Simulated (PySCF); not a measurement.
**InH2 (charge +1): frequency calculation**

System: InH2, charge +1.
Method: RKS-based PBE0, In def2-TZVP with ECP28, H def2-TZVP; non-relativistic Hamiltonian with a scalar-relativistic core potential; density fitting (PySCF 2.14.0).

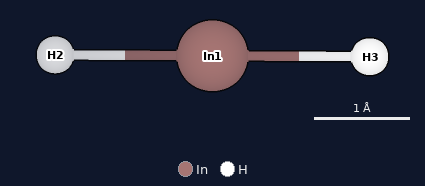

The structure as given in the input (ball-and-stick view, seen on its broad side; atoms are numbered from 1 in the order of the input). Sticks mark near contacts.

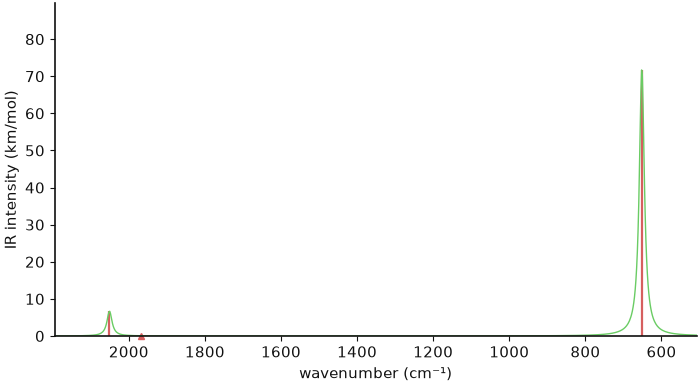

Harmonic infrared spectrum, unscaled: sticks (degenerate modes added up, dark ones marked on the axis) with a Lorentzian envelope of 16 cm⁻¹ full width, scaled to the tallest stick. 4 modes from 652 to 2051 cm⁻¹, none imaginary. The strongest line is at 652 cm⁻¹ (72 km/mol). All modes, in cm⁻¹ (km/mol): 652 (36), 652 (36), 1968 (0.0), 2051 (6.7).

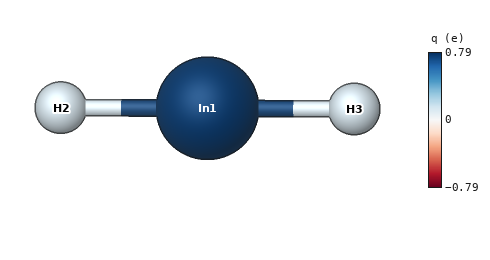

Mulliken charges, as the colour of each atom (ball-and-stick view, seen on its broad side; atoms are numbered from 1 in the order of the input). By element: In +0.75 and H +0.12 e.

The input that produced these results follows, with the program's output.

Input file:
```python
from pyscf import gto, scf, dft
mol = gto.M(atom='''
In     0.000000     0.000000     0.000000
H      0.000000     0.000000     1.665527
H      0.000000     0.000000    -1.665527''',
    basis={'In': 'def2-TZVP', 'H': 'def2-TZVP'},
    ecp={'In': 'def2-TZVP'},
    charge=1, spin=0)
mf = dft.RKS(mol, xc='PBE0')
mf.grids.atom_grid = (75, 302)
aux = {'In': 'def2-universal-JKFIT', 'H': 'def2-universal-JKFIT'}
mf = mf.density_fit(auxbasis=aux)
mf.conv_tol = 1e-09
mf.diis_space = 10
mf.max_cycle = 60
mf.verbose = 4
mf.kernel()
```

The script is an equivalent of the set-up of the self-consistent field. The run itself was carried out by a driver, which started from the orbitals of the step before it where there was one and computed the further properties.

Command:
```bash
OMP_NUM_THREADS=2 python axn.py task.json out
```

Output:
```
init E= -191.026862941708
  HOMO = -0.577904834905829  LUMO = -0.288044643215095  gap/eV = 7.88750
cycle= 1 E= -191.026862941709  delta_E= -8.53e-14  |g|= 1.85e-06  |ddm|= 5.76e-06
  HOMO = -0.577904709330778  LUMO = -0.28804447837754  gap/eV = 7.88750
Extra cycle  E= -191.026862941709  delta_E= -1.71e-13  |g|= 1.65e-06  |ddm|= 5.34e-06
converged SCF energy = -191.026862941709
```

Summary:

| quantity | value |
| --- | --- |
| outcome | converged |
| total energy | −191.026863 hartree |
| HOMO | −15.73 eV |
| LUMO | −7.84 eV |
| zero-point energy | 0.012125 hartree |
| wavenumbers, lowest and highest | 652 and 2051 cm⁻¹ |
| hardware | 2 threads of Arm Neoverse N1, 98 GiB of memory available, shared host |
| wall time | 7.9 s (CPU time 13 s) |
| peak memory | 0.65 GiB |
